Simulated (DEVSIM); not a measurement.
Device: W/SiON/SiO2/p-Si capacitor, at 300 K.

| layer (left to right) | material | thickness (nm) | Na (cm⁻³) |
|---|---|---|---|
| 1 | SiON | 9.10 | - |
| 2 | SiO2 | 1.30 | - |
| 3 | Si | 17000 | 1.2e15 |

Metal gate on the left, work function 4.6 eV. Fixed charge at the semiconductor interface 1.4e10 cm⁻² (in units of +e); no interface traps.

Constants are typed, rounded textbook-type inputs, not results; the design itself was drawn at random and stands for no fabricated device. Values at 300 K.

```tsv
parameter	SiON	SiO2	Si
gap (eV)	7	9	1.124
affinity (eV)	1.4	0.9	4.05
permittivity	5.5	3.9	11.7
Nc (cm⁻³)	-	-	2.86e19
Nv (cm⁻³)	-	-	3.1e19
```

Model (solved in DEVSIM): 1D Poisson equation in equilibrium, Boltzmann statistics, complete ionisation; no quantum confinement or tunnelling. Metal contacts follow the ideal Schottky-Mott rule: no Fermi-level pinning, no interface dipoles.

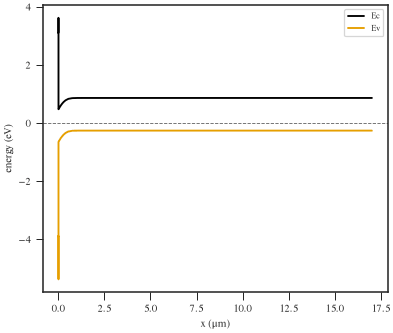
Band edges at 0.1 V on the gate

Energies count from the Fermi level of the right contact; mesh points crowd at the junctions.

| x (μm) | Ec (eV) | Ev (eV) | n (cm⁻³) | p (cm⁻³) | field (V/cm) |
|---|---|---|---|---|---|
| 0.000 | 3.100 | -3.900 | < 1e2 | < 1e2 | 20000 |
| 0.001767 | 3.104 | -3.896 | < 1e2 | < 1e2 | 20000 |
| 0.005135 | 3.110 | -3.890 | < 1e2 | < 1e2 | 20000 |
| 0.008064 | 3.116 | -3.884 | < 1e2 | < 1e2 | 20000 |
| 0.009666 | 3.620 | -5.380 | < 1e2 | < 1e2 | 28000 |
| 0.01057 | 0.472 | -0.652 | 3.3e11 | 3.5e8 | 12000 |
| 0.01279 | 0.475 | -0.649 | 3.0e11 | 3.8e8 | 12000 |
| 0.02302 | 0.486 | -0.638 | 1.9e11 | 6.0e8 | 11000 |
| 0.04606 | 0.512 | -0.612 | 7.1e10 | 1.6e9 | 11000 |
| 0.1110 | 0.579 | -0.545 | 5.3e9 | 2.2e10 | 9700 |
| 0.2813 | 0.719 | -0.405 | 2.4e7 | 4.8e12 | 6600 |
| 1.065 | 0.861 | -0.263 | 99000 | 1.2e15 | 39 |
| 2.830 | 0.861 | -0.263 | 97000 | 1.2e15 | ≈ 0 |
| 7.808 | 0.861 | -0.263 | 97000 | 1.2e15 | ≈ 0 |
| 14.50 | 0.861 | -0.263 | 97000 | 1.2e15 | ≈ 0 |
| 16.10 | 0.861 | -0.263 | 97000 | 1.2e15 | ≈ 0 |
| 16.67 | 0.861 | -0.263 | 97000 | 1.2e15 | ≈ 0 |
| 16.89 | 0.861 | -0.263 | 97000 | 1.2e15 | ≈ 0 |
| 16.98 | 0.861 | -0.263 | 97000 | 1.2e15 | ≈ 0 |
| 17.00 | 0.861 | -0.263 | 97000 | 1.2e15 | ≈ 0 |
| 17.01 | 0.861 | -0.263 | 97000 | 1.2e15 | ≈ 0 |
| 17.01 | 0.861 | -0.263 | 97000 | 1.2e15 | ≈ 0 |
